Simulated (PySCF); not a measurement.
**GeHF3: one change and its effect**

System: GeHF3.
Method of run 1: TDDFT B3LYP/def2-SVPD, vertical, gas phase, core orbitals frozen in the response (PySCF 2.14.0).

The geometry comes from this level: PBE0-D3(BJ)/def2-SVP. Text and figures count atoms from 1; the logs count them from 0 in places.

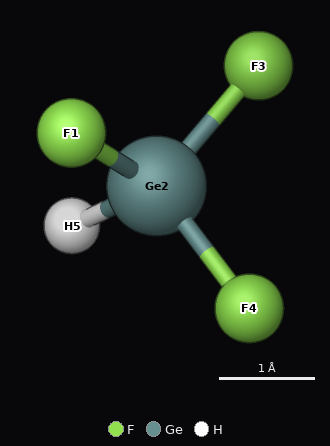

**Figure 1.** The structure (ball-and-stick view, seen at a tilt; atoms are numbered from 1 in the order of the input). Sticks mark near contacts. Bond lengths as drawn: F–Ge 1.71 Å and Ge–H 1.52 Å.

**The input, run 1**
```
{"job": {"kind": "uv", "xc": "B3LYP", "basis": "def2-SVPD", "ip": true}, "charge": 0, "multiplicity": 1}
F      1.617165     0.398774    -0.521286
Ge     0.046809    -0.011726     0.026225
F     -0.967598     1.308540    -0.376874
F     -0.472886    -1.330291    -0.934860
H      0.019072    -0.335411     1.508058
```

The first line tells a small driver script what to run in PySCF; the rest is the geometry in Å.

Command:
```bash
OMP_NUM_THREADS=1 python <driver script> task.json out
```

Hardware: 1 CPU thread, shared host.

**Output (run 1)**
```
coarse grid: 25792 points
cycle   1  E = -2376.6432758425  dE = -3.159e-01  |g| = 1.018e+00  |ddm| = 2.838e+00
cycle   2  E = -2376.2587599808  dE =  3.845e-01  |g| = 1.883e+00  |ddm| = 2.513e+00
cycle   3  E = -2376.8111768134  dE = -5.524e-01  |g| = 9.137e-02  |ddm| = 1.512e+00
cycle   4  E = -2376.8120592621  dE = -8.824e-04  |g| = 3.839e-02  |ddm| = 1.395e-01
cycle   5  E = -2376.8122272284  dE = -1.680e-04  |g| = 3.206e-03  |ddm| = 2.335e-02
cycle   6  E = -2376.8122291172  dE = -1.889e-06  |g| = 3.897e-04  |ddm| = 4.709e-03
final grid: 53224 points
cycle   7  E = -2376.8121545908  dE = -5.529e-08  |g| = 6.284e-04  |ddm| = 1.394e-03
cycle   8  E = -2376.8121544570  dE =  1.338e-07  |g| = 1.103e-03  |ddm| = 1.192e-03
cycle   9  E = -2376.8121546556  dE = -1.986e-07  |g| = 4.752e-05  |ddm| = 7.622e-04
cycle  10  E = -2376.8121546558  dE = -2.228e-10  |g| = 1.999e-05  |ddm| = 4.082e-05
converged SCF energy = -2376.8121546558

Static polarisability (au): isotropic 28.475, principal 28.206 28.224 28.995

Singlet excitations
state   eV       nm        f      main configurations
  1   9.1620    135.3   0.00000   H-1->L 0.98
  2   9.3083    133.2   0.22203   H->L 0.93
  3   9.4029    131.9   0.00435   H-2->L 0.51, H-3->L 0.30, H->L+1 0.10
  4   9.4062    131.8   0.00450   H-3->L 0.51, H-2->L 0.30, H->L+2 0.10
  5   9.7977    126.5   0.01336   H-4->L 0.58, H-5->L 0.28
  6   9.8010    126.5   0.01230   H-5->L 0.57, H-4->L 0.27
  7  10.0204    123.7   0.11621   H->L+1 0.68, H-2->L 0.12
  8  10.0234    123.7   0.11562   H->L+2 0.68, H-3->L 0.12
  9  10.3877    119.4   0.02202   H-1->L+1 0.76
 10  10.3906    119.3   0.02163   H-1->L+2 0.76

Triplet excitations (Tamm-Dancoff, eV): 7.9277 8.7478 8.8989 8.9028
Vertical ionisation energy (delta-SCF) = 14.0463 eV
Vertical electron affinity (delta-SCF) = -0.9375 eV
```

Run 2 used a changed input.

**The two runs side by side**

```tsv
quantity	run 1	run 2
outcome	converged	converged
total energy (hartree)	−2376.812155	−2376.747376
HOMO (eV)	−11.29	−13.48
LUMO (eV)	−1.20	1.03
dipole moment (D)	2.61	2.63
lowest excitation (eV)	9.16	9.76
SCF iterations	10	11
strongest computed line (eV)	9.31	9.84
basis functions	115	115
wall time (shared host)	44 s	40 s
```

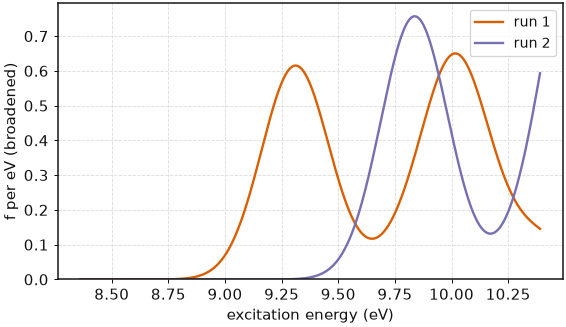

**Figure 2.** Absorption of the two runs from their computed states, each broadened by a Gaussian of 0.35 eV full width; the range ends where the shorter list of states ends.

Which change of the input explains these differences?

The change (lines with − go, lines with + come):
```diff
-"xc": "B3LYP"
+"xc": "wB97X-D"
```

The total energies belong to different methods, so their difference says nothing on which is more stable or more accurate. The HOMO goes from −11.29 to −13.48 eV. The LUMO goes from −1.20 to 1.03 eV. The lowest excitation goes from 9.16 to 9.76 eV. The strongest computed line goes from 9.31 to 9.84 eV. The functional changes from B3LYP to wB97X-D. The SCF takes 11 iterations against 10.

**Output (run 2)**
```
coarse grid: 25792 points
cycle   1  E = -2376.5840414355  dE = -4.475e-01  |g| = 9.714e-01  |ddm| = 2.717e+00
cycle   2  E = -2376.5106694203  dE =  7.337e-02  |g| = 1.276e+00  |ddm| = 2.051e+00
cycle   3  E = -2376.7473837809  dE = -2.367e-01  |g| = 4.003e-02  |ddm| = 9.285e-01
cycle   4  E = -2376.7476715293  dE = -2.877e-04  |g| = 1.620e-02  |ddm| = 7.922e-02
cycle   5  E = -2376.7477119197  dE = -4.039e-05  |g| = 5.876e-03  |ddm| = 2.973e-02
cycle   6  E = -2376.7477173608  dE = -5.441e-06  |g| = 7.564e-04  |ddm| = 9.354e-03
final grid: 53224 points
cycle   7  E = -2376.7473758734  dE = -6.772e-07  |g| = 1.516e-03  |ddm| = 3.481e-03
cycle   8  E = -2376.7473757827  dE =  9.067e-08  |g| = 1.767e-03  |ddm| = 2.184e-03
cycle   9  E = -2376.7473761734  dE = -3.907e-07  |g| = 7.304e-05  |ddm| = 1.197e-03
cycle  10  E = -2376.7473761747  dE = -1.350e-09  |g| = 4.201e-05  |ddm| = 1.202e-04
cycle  11  E = -2376.7473761751  dE = -4.011e-10  |g| = 6.596e-06  |ddm| = 6.642e-05
converged SCF energy = -2376.7473761751

Static polarisability (au): isotropic 27.818, principal 27.612 27.624 28.219

Singlet excitations
state   eV       nm        f      main configurations
  1   9.7580    127.1   0.00000   H-1->L 0.92
  2   9.8371    126.0   0.28147   H->L 0.91
  3   9.9189    125.0   0.00026   H-2->L 0.44, H->L+1 0.21, H-3->L 0.19
  4   9.9230    124.9   0.00052   H-3->L 0.44, H->L+2 0.22, H-2->L 0.19
  5  10.3699    119.6   0.02040   H-5->L 0.38, H-4->L 0.36
  6  10.3746    119.5   0.01709   H-4->L 0.38, H-5->L 0.36
  7  10.5588    117.4   0.17765   H->L+1 0.62, H-2->L 0.23
  8  10.5627    117.4   0.17587   H->L+2 0.63, H-3->L 0.23
  9  11.1182    111.5   0.00054   H-2->L+1 0.34, H-3->L+2 0.32, H-6->L 0.15
 10  11.1296    111.4   0.00500   H-1->L+1 0.69

Triplet excitations (Tamm-Dancoff, eV): 8.4462 9.3064 9.4184 9.4224
Vertical ionisation energy (delta-SCF) = 14.2968 eV
```

For both runs: Spin–orbit coupling is left out, which matters for the heavy atoms.
